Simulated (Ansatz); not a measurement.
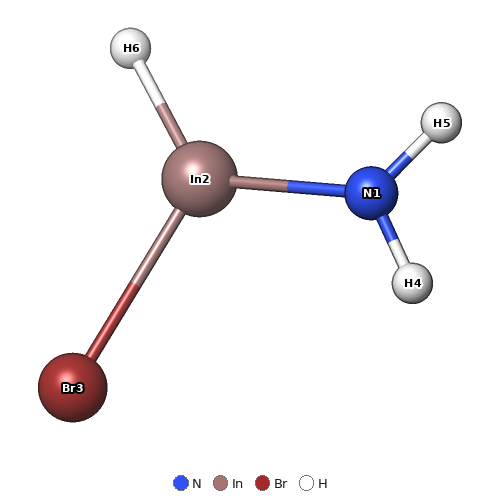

The system is BrH₃InN, SMILES [NH2][InH][Br]; the picture shows the grid point nearest to the relaxed geometry. 
- Two internal coordinates are moved rigidly from the geometry relaxed at PBE0-D4/def2-TZVP, all others fixed.
- Coordinates scanned: (1) angle H5–N1–H4; (2) torsion H4–N1–In2–Br3.
- The grid has 5 × 8 points.
- Points are written as (first, second).
- Energies: eV, counted from the lowest grid point.
- All numbers below come from Ansatz 0.2.0, RKS PBE-D4/def2-TZVPP.

Its coordinates:

```yaml
atoms:
  - { symbol: N, position_ang: [-0.0082, -0.6278, -0.9999] }
  - { symbol: In, position_ang: [0.1800, 0.6516, 0.5207] }
  - { symbol: Br, position_ang: [0.3496, -0.5935, 2.6574] }
  - { symbol: H, position_ang: [-0.4296, -1.5272, -0.8280] }
  - { symbol: H, position_ang: [-0.2052, -0.3097, -1.9353] }
  - { symbol: H, position_ang: [0.3474, 2.3385, 0.5179] }
```

Range: angle H5–N1–H4 from 81 to 141°; torsion H4–N1–In2–Br3 from 28 to 342°.

Question: Predict the map.

Answer: The lowest grid point is at (111°, 28°). There is a further well near (111°, 208°) (0.013 eV above the lowest at that grid point). The highest grid point, (81°, 118°), lies 1.00 eV above the lowest. On the interpolated surface the easiest way out of the lowest well to the well at (111°, 208°) passes a barrier of about 0.36 eV. Round the minimum the two coordinates are weakly coupled (coupling 0.06 in units of the two stiffnesses).

| torsion H4–N1–In2–Br3 ↓, angle H5–N1–H4 → | 81 | 96 | 111 | 126 | 141 |
| --- | --- | --- | --- | --- | --- |
| 342 | 0.75 | 0.26 | 0.10 | 0.24 | 0.65 |
| 298 | 0.94 | 0.48 | 0.34 | 0.50 | 0.93 |
| 252 | 0.84 | 0.36 | 0.22 | 0.39 | 0.84 |
| 208 | 0.70 | 0.19 | 0.01 | 0.14 | 0.56 |
| 162 | 0.82 | 0.32 | 0.14 | 0.25 | 0.64 |
| 118 | 1.00 | 0.54 | 0.39 | 0.53 | 0.94 |
| 72 | 0.84 | 0.37 | 0.24 | 0.41 | 0.87 |
| 28 | 0.65 | 0.16 | 0.00 | 0.15 | 0.59 |

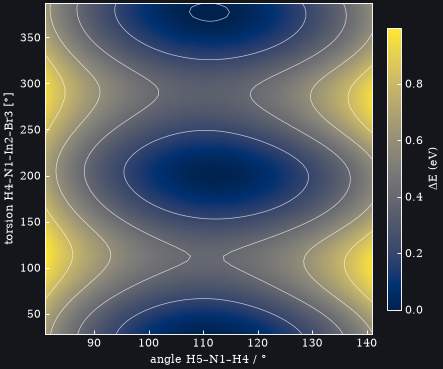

In the figure: a smooth colour map with a few white contour lines. Between grid points the surface is interpolated.
